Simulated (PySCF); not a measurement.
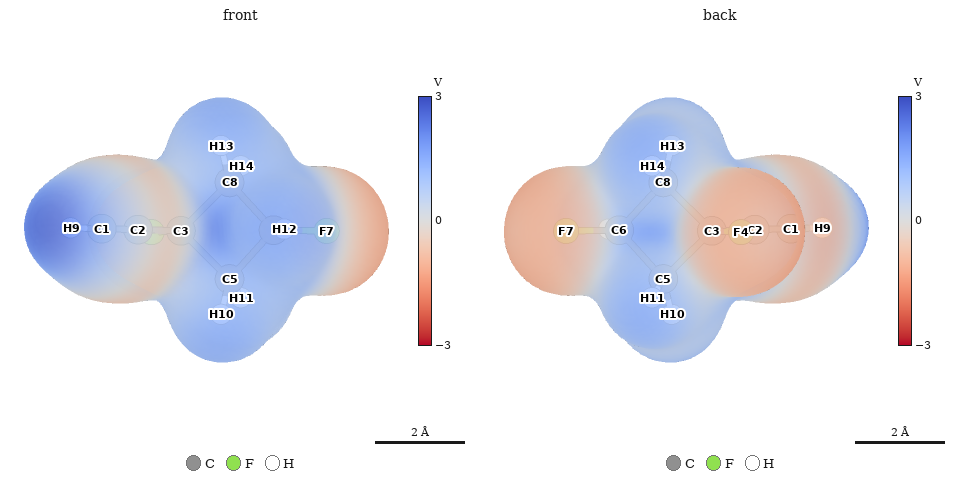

Figure. C$_{6}$H$_{6}$F$_{2}$. The molecular electrostatic potential painted on the density surface at 0.004 e/bohr³, seen from the front and from behind; red is negative and blue positive.

Geometry: GFN2-xTB.

All numbers below come from PySCF 2.14.0, PBE0/pcSseg-1, SCF density, gas phase, non-relativistic.

Input file:

```
{"job": {"kind": "nmr", "xc": "PBE0", "basis": "pcSseg-1"}, "charge": 0, "multiplicity": 1}
C      2.536452    -0.252121     1.167498
C      1.363543    -0.112680     0.974153
C     -0.057877     0.057863     0.765721
F     -0.691042     0.220621     1.983913
C     -0.711758    -1.013515    -0.133311
C     -0.759398     0.015098    -1.269660
F     -1.973741     0.130879    -1.893342
C     -0.432670     1.135338    -0.274637
H      3.566810    -0.376050     1.322407
H     -0.138801    -1.920393    -0.306962
H     -1.709353    -1.261914     0.222911
H     -0.014133    -0.133440    -2.055280
H      0.349264     1.836055    -0.554704
H     -1.327974     1.673787     0.029128
```

Launched as:

```sh
OMP_NUM_THREADS=1 python probes_run.py task.json out
```

Which sites attract a positive test charge, and which a negative one?

Answer. A positive charge is drawn to the negative regions and a negative charge to the positive ones. The most negative region (about −1.1 V) lies over F4, the most positive (about +2.3 V) over H9.
